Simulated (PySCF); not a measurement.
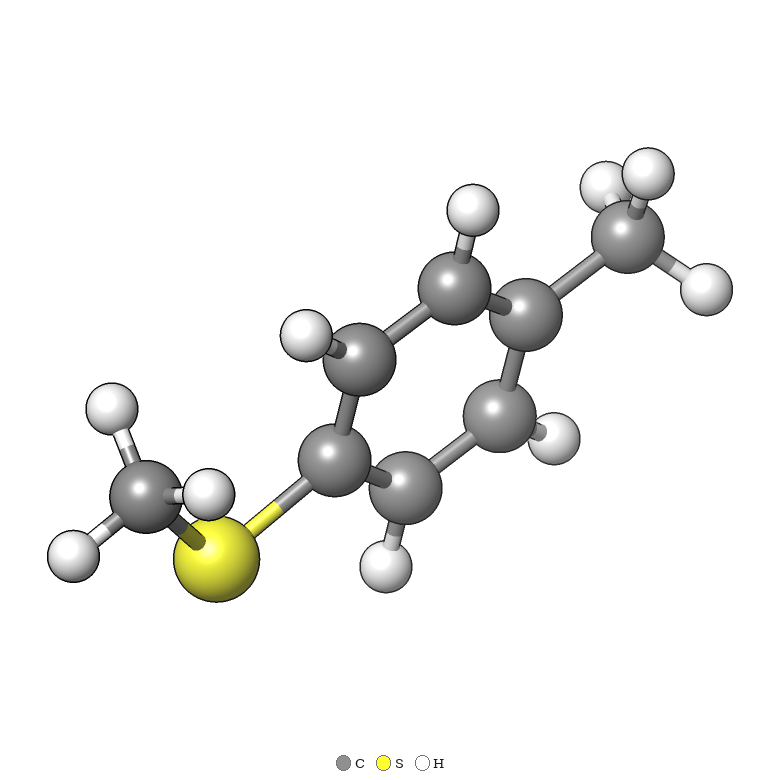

Rendered structure (ball-and-stick style).

The geometry was computed by an optimisation with GFN2-xTB. No frequency run is at hand to confirm it as a minimum.

Identify the structure.

The molecule is C8H10S. As SMILES it reads `CSc1ccc(C)cc1`. Independent rings (smallest set): 1 of 6 members, 1 of them aromatic. Among its groups: thioether. Coordination: 2 C tetrahedral; 1 S bent; 6 C trigonal planar.

More results for the same structure follow; atom numbers are the same in all pictures, views and colours differ.

Shape

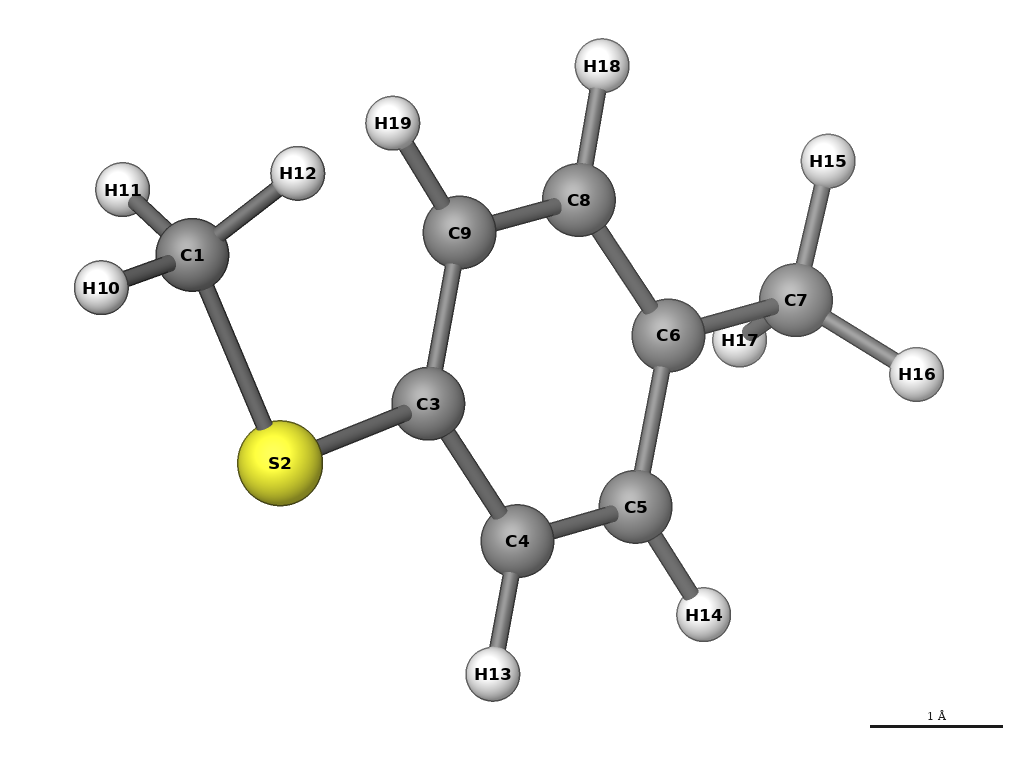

Numbered structure. No frequency run is at hand to confirm it as a minimum.

What are the angles C1–S2–C3, S2–C1–H10, S2–C3–C4, C3–C9–H19, C5–C6–C8, C6–C5–H14, C6–C7–H15, C6–C7–H17, C6–C8–C9, C6–C8–H18, C7–C6–C8, C8–C9–H19?

```
    angle  degrees
 C1–S2–C3    104.1
S2–C1–H10    105.6
 S2–C3–C4    116.3
C3–C9–H19    121.3
 C5–C6–C8    118.2
C6–C5–H14    119.5
C6–C7–H15    111.0
C6–C7–H17    110.1
 C6–C8–C9    121.5
C6–C8–H18    119.7
 C7–C6–C8    121.4
C8–C9–H19    119.0
```

Quadrupole coupling

No frequency run is at hand to confirm it as a minimum. Electric field gradients from the ground-state density, PBE0/pcSseg-1 (PySCF 2.14.0), non-relativistic apart from any core potentials.

Give the largest field-gradient component, the quadrupole coupling constant and the asymmetry for 33S at S2 (Q = −67.81 mb), 2H at H10 (Q = 2.86 mb), 2H at H11 (Q = 2.86 mb), 2H at H12 (Q = 2.86 mb), 2H at H13 (Q = 2.86 mb).

```tsv
atom	V_zz (a.u.)	e²qQ/h (MHz)	η
S2	−2.835	45.2	0.72
H10	0.316	0.212	0.05
H11	0.313	0.210	0.02
H12	0.313	0.211	0.02
H13	0.326	0.219	0.08
```

Charges

The questions are on IAO charges. No frequency run is at hand to confirm it as a minimum. Properties computed with PBE0/pcSseg-1, gas phase (PySCF 2.14.0).

**Which atom carries the highest charge (most positive or least negative)?**

H10 (0.17 e).

**And the lowest?**

C1 (−0.51 e).

Give the IAO charges atom by atom.

```csv
atom,value (e)
C1,−0.51
S2,0.15
C3,−0.11
C4,−0.16
C5,−0.15
C6,0.00
C7,−0.42
C8,−0.15
C9,−0.18
H10,0.17
H11,0.16
H12,0.16
H13,0.15
H14,0.15
H15,0.15
H16,0.15
H17,0.15
H18,0.15
H19,0.15
```

Dipole moment

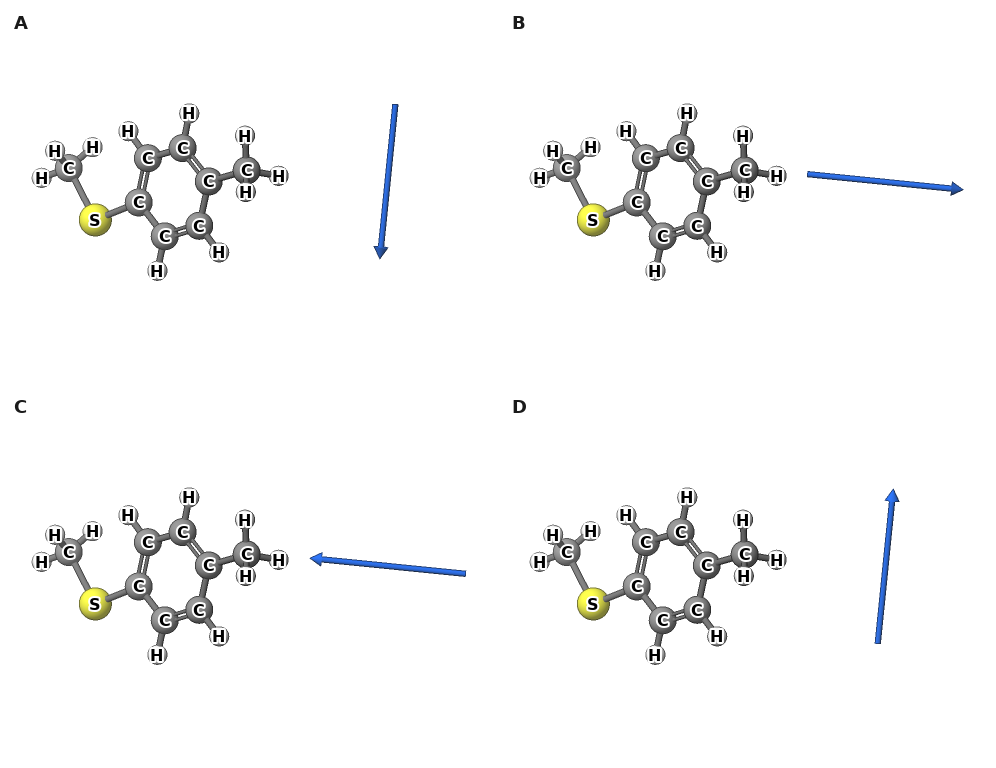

The same molecule four times, each with an arrow. No frequency run is at hand to confirm it as a minimum. Method: PBE0/pcSseg-1, gas phase (PySCF 2.14.0).

**Which arrow points along the dipole moment, from the negative to the positive end?**

D. The dipole moment is 1.46 D.
